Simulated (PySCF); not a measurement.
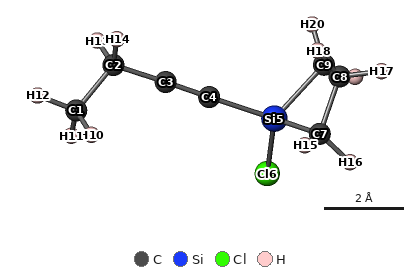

**Figure 1.** The structure as given in the input (ball-and-stick view, seen on its broad side; atoms are numbered from 1 in the order of the input).

# What a change does: NMR shielding calculation on C₇H₁₁ClSi

System: C₇H₁₁ClSi, SMILES CCC#C[Si]1(Cl)CCC1.
Method of run 1: GIAO PBE0/pcSseg-1 NMR shielding, non-relativistic, IEF-PCM chloroform (PySCF 2.14.0).

The geometry comes from this level: PBE0-D3(BJ)/def2-SVP. Text and figures count atoms from 1; the logs count them from 0 in places.

**Input file, run 1**
```
{"job": {"kind": "nmr", "xc": "PBE0", "basis": "pcSseg-1", "solvent": "chloroform", "pop": false}, "charge": 0, "multiplicity": 1}
C     -3.553592     0.374398     0.539467
C     -2.401804     1.244050     0.036987
C     -1.152623     0.514866    -0.119991
C     -0.116327    -0.116438    -0.247295
Si     1.441570    -1.036195    -0.437035
Cl     1.068077    -2.734312    -1.568876
C      2.456815    -1.226984     1.132883
C      3.220074     0.042645     0.658155
C      2.939375     0.013433    -0.871595
H     -3.315373    -0.068824     1.517159
H     -3.760976    -0.447090    -0.161396
H     -4.468413     0.975337     0.646802
H     -2.665824     1.699469    -0.933209
H     -2.231809     2.087253     0.728695
H      1.992754    -1.186971     2.127384
H      3.094951    -2.123047     1.071140
H      4.289717     0.054657     0.922913
H      2.765664     0.941343     1.104587
H      3.691779    -0.589033    -1.405274
H      2.834114     0.982643    -1.377238
```

The first line tells a small driver script what to run in PySCF; the rest is the geometry in Å.

Hardware: 1 CPU thread, shared host.

**Output (run 1)**
```
coarse grid: 17672 points
cycle   1  E = -1022.2646752359  dE =  9.429e-01  |g| = 5.334e-01  |ddm| = 4.304e+00
cycle   2  E = -1022.2562615538  dE =  8.414e-03  |g| = 5.720e-01  |ddm| = 1.104e+00
cycle   3  E = -1022.3366506618  dE = -8.039e-02  |g| = 1.014e-01  |ddm| = 5.840e-01
cycle   4  E = -1022.3386096431  dE = -1.959e-03  |g| = 5.352e-02  |ddm| = 1.161e-01
cycle   5  E = -1022.3392734198  dE = -6.638e-04  |g| = 1.493e-02  |ddm| = 4.876e-02
cycle   6  E = -1022.3393284517  dE = -5.503e-05  |g| = 2.634e-03  |ddm| = 1.689e-02
cycle   7  E = -1022.3393300659  dE = -1.614e-06  |g| = 6.934e-04  |ddm| = 3.475e-03
final grid: 161224 points
cycle   8  E = -1022.3945451609  dE = -3.997e-05  |g| = 8.263e-03  |ddm| = 4.616e-02
cycle   9  E = -1022.3945383886  dE =  6.772e-06  |g| = 9.635e-03  |ddm| = 1.595e-02
cycle  10  E = -1022.3945618109  dE = -2.342e-05  |g| = 1.598e-03  |ddm| = 8.606e-03
cycle  11  E = -1022.3945623362  dE = -5.253e-07  |g| = 6.419e-04  |ddm| = 1.747e-03
cycle  12  E = -1022.3945624317  dE = -9.555e-08  |g| = 1.369e-04  |ddm| = 5.328e-04
cycle  13  E = -1022.3945624366  dE = -4.869e-09  |g| = 2.518e-05  |ddm| = 1.651e-04
cycle  14  E = -1022.3945624368  dE = -1.503e-10  |g| = 6.748e-06  |ddm| = 3.602e-05
converged SCF energy = -1022.3945624368

GIAO shielding tensors (ppm)
atom      isotropic    diamagn.    paramagn.     s11        s22        s33       span
  0 C      169.899     245.892     -75.993    158.198    165.832    185.666     27.468
  1 C      168.872     249.612     -80.740    156.280    167.105    183.231     26.951
  2 C       61.126     274.774    -213.648    -40.282    -33.322    256.982    297.264
  3 C      102.271     257.392    -155.120     15.800     22.764    268.250    252.451
  4 Si     353.585     880.298    -526.714    331.071    357.530    372.153     41.082
  5 Cl     872.258    1149.300    -277.041    782.806    835.336    998.632    215.826
  6 C      158.937     257.017     -98.081    131.828    167.070    177.913     46.085
  7 C      167.542     252.916     -85.374    157.986    166.914    177.725     19.739
  8 C      158.964     257.570     -98.605    131.708    167.248    177.937     46.230
  9 H       30.040      29.236       0.804     26.108     28.674     35.338      9.229
 10 H       29.977      28.711       1.266     25.975     28.655     35.301      9.326
 11 H       30.132      25.378       4.754     25.622     27.048     37.727     12.105
 12 H       28.803      28.976      -0.173     23.433     28.124     34.852     11.419
 13 H       28.868      29.907      -1.040     23.394     28.250     34.960     11.567
 14 H       29.768      32.321      -2.553     26.287     26.622     36.395     10.107
 15 H       29.705      30.012      -0.307     26.718     27.796     34.600      7.882
 16 H       29.066      27.837       1.229     24.314     26.112     36.772     12.458
 17 H       29.480      32.323      -2.843     26.656     26.845     34.939      8.283
 18 H       29.702      29.887      -0.185     26.686     27.767     34.654      7.968
 19 H       29.777      32.013      -2.236     26.303     26.555     36.474     10.171
```

For run 2 the input was changed thus:
```diff
-"solvent": "chloroform"
-"pop": false
+"solvent": "acetonitrile"
+"pop": true
```

Predict how the results change.

The total energy of run 2 is 1.1 kcal/mol lower: the change of the electrostatic solvation energy at this fixed geometry, without cavity or dispersion terms. The dipole moment goes from 3.34 to 3.54 D. Of all shieldings, the largest change is that of Cl6, by +2.6 ppm. The number of SCF iterations is the same.

**Output (run 2)**
```
coarse grid: 17672 points
cycle   1  E = -1022.2670221478  dE =  9.407e-01  |g| = 5.315e-01  |ddm| = 4.303e+00
cycle   2  E = -1022.2598943607  dE =  7.128e-03  |g| = 5.656e-01  |ddm| = 1.085e+00
cycle   3  E = -1022.3387552565  dE = -7.886e-02  |g| = 9.369e-02  |ddm| = 5.729e-01
cycle   4  E = -1022.3403826044  dE = -1.627e-03  |g| = 5.121e-02  |ddm| = 1.092e-01
cycle   5  E = -1022.3409881809  dE = -6.056e-04  |g| = 1.461e-02  |ddm| = 4.608e-02
cycle   6  E = -1022.3410406299  dE = -5.245e-05  |g| = 2.543e-03  |ddm| = 1.594e-02
cycle   7  E = -1022.3410421397  dE = -1.510e-06  |g| = 6.474e-04  |ddm| = 3.323e-03
final grid: 161224 points
cycle   8  E = -1022.3962501477  dE = -4.009e-05  |g| = 8.246e-03  |ddm| = 4.601e-02
cycle   9  E = -1022.3962437808  dE =  6.367e-06  |g| = 9.543e-03  |ddm| = 1.575e-02
cycle  10  E = -1022.3962668170  dE = -2.304e-05  |g| = 1.493e-03  |ddm| = 8.419e-03
cycle  11  E = -1022.3962672684  dE = -4.513e-07  |g| = 6.132e-04  |ddm| = 1.650e-03
cycle  12  E = -1022.3962673553  dE = -8.695e-08  |g| = 1.336e-04  |ddm| = 5.043e-04
cycle  13  E = -1022.3962673600  dE = -4.614e-09  |g| = 2.492e-05  |ddm| = 1.570e-04
cycle  14  E = -1022.3962673601  dE = -1.503e-10  |g| = 6.559e-06  |ddm| = 3.660e-05
converged SCF energy = -1022.3962673601

GIAO shielding tensors (ppm)
atom      isotropic    diamagn.    paramagn.     s11        s22        s33       span
  0 C      170.062     246.166     -76.104    158.323    165.951    185.912     27.589
  1 C      169.042     249.713     -80.671    156.177    167.188    183.760     27.583
  2 C       59.894     274.749    -214.855    -41.971    -35.152    256.805    298.776
  3 C      102.904     257.455    -154.551     16.605     23.530    268.576    251.971
  4 Si     353.508     880.375    -526.867    331.187    357.870    371.467     40.280
  5 Cl     874.855    1149.386    -274.531    786.397    837.212   1000.956    214.558
  6 C      158.913     257.090     -98.177    131.541    167.111    178.087     46.546
  7 C      167.649     253.045     -85.396    158.007    167.011    177.929     19.921
  8 C      158.939     257.641     -98.702    131.415    167.290    178.113     46.698
  9 H       30.045      29.276       0.768     26.102     28.673     35.360      9.258
 10 H       30.006      28.766       1.239     25.998     28.683     35.336      9.339
 11 H       30.065      25.332       4.733     25.540     26.958     37.697     12.157
 12 H       28.742      28.872      -0.130     23.358     28.033     34.836     11.478
 13 H       28.790      29.796      -1.005     23.305     28.132     34.934     11.629
 14 H       29.738      32.292      -2.554     26.242     26.590     36.383     10.141
 15 H       29.644      29.934      -0.290     26.641     27.732     34.558      7.917
 16 H       29.030      27.783       1.247     24.274     26.057     36.760     12.485
 17 H       29.447      32.315      -2.868     26.607     26.814     34.921      8.313
 18 H       29.639      29.808      -0.169     26.607     27.701     34.610      8.004
 19 H       29.749      31.987      -2.238     26.257     26.526     36.463     10.206
```

**The two runs side by side**

| quantity | run 1 | run 2 |
| --- | --- | --- |
| outcome | converged | converged |
| total energy (hartree) | −1022.394562 | −1022.396267 |
| HOMO (eV) | −7.66 | −7.69 |
| LUMO (eV) | −0.20 | −0.23 |
| dipole moment (D) | 3.34 | 3.54 |
| shielding of C1 (ppm) | 169.9 | 170.1 |
| shielding of C2 (ppm) | 168.9 | 169.0 |
| shielding of C3 (ppm) | 61.1 | 59.9 |
| shielding of C4 (ppm) | 102.3 | 102.9 |
| shielding of Cl6 (ppm) | 872.3 | 874.9 |
| shielding of C8 (ppm) | 167.5 | 167.6 |
| shielding of H14 (ppm) | 28.9 | 28.8 |
| SCF iterations | 14 | 14 |
| basis functions | 222 | 222 |
| wall time (shared host) | 71 s | 75 s |
